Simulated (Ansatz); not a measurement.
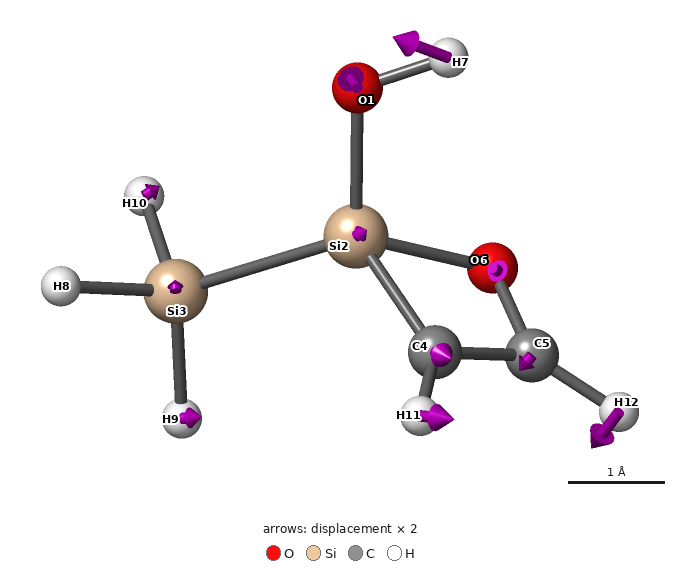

This is a relaxation of C2H6O2Si2 (coarse preliminary run). The starting structure is drawn; purple arrows show the displacements, magnified 2 times. The two geometries are superimposed by the best rigid fit.

Style: ball-and-stick. Shown from a free direction.

The start comes from a force field.

Computed with RKS PBE-D4/def2-SVP (Ansatz).

The input:
```yaml
crystal:
  periodic: [false, false, false]
  atoms:
    - {symbol: O, position_ang: [1.878300, 0.194900, -1.102800]}
    - {symbol: Si, position_ang: [0.434300, 0.083400, -0.239600]}
    - {symbol: Si, position_ang: [0.544800, -1.004600, 1.735100]}
    - {symbol: C, position_ang: [-0.986100, -0.101000, -1.220700]}
    - {symbol: C, position_ang: [-1.363700, 1.171300, -0.939700]}
    - {symbol: O, position_ang: [-0.365400, 1.559800, -0.170100]}
    - {symbol: H, position_ang: [1.846500, 0.961600, -1.761800]}
    - {symbol: H, position_ang: [1.004100, -2.415100, 1.550300]}
    - {symbol: H, position_ang: [-0.720500, -0.991000, 2.515800]}
    - {symbol: H, position_ang: [1.590400, -0.387800, 2.677200]}
    - {symbol: H, position_ang: [-1.557200, -0.882000, -1.780300]}
    - {symbol: H, position_ang: [-2.228500, 1.755200, -1.229400]}
basis:
  gaussian: {orbitals: def2-SVP}
hamiltonian: {xc: pbe, dispersion: d4}
relax: {f_tol: 0.03, max_steps: 200}
```

Command:
```bash
ansatz run in.yaml --threads 4 --pin off --events-out ev --progress --plain --max-ram 10444MiB
```

### Atoms of which element are displaced furthest, and by how much?

Hydrogen: up to 0.37 Å, against 0.24 Å for oxygen.

### What did the optimiser do to the structure, and how much energy did it gain?

After 8 geometry steps the energy has fallen by 101.4 kJ/mol. Largest force component: 6 eV/Å at the start, 0.015 eV/Å at the end. H7 moves most after the best rigid fit: 0.37 Å. Largest moves by element: H 0.37 Å, O 0.24 Å, C 0.17 Å, Si 0.08 Å. Near-neighbour distances that change, for instance: Si2–C4 1.736 → 1.852 Å, Si2–O6 1.681 → 1.786 Å, Si2–Si3 2.257 → 2.339 Å, C5–O6 1.319 → 1.378 Å. Among the angles between lasting bonds that change: C4–C5–O6 100.7° → 112.0°, O6–C5–H12 127.0° → 116.3°, O1–Si2–C4 114.7° → 123.7°. Groups turn about O1–Si2 by about 30°.
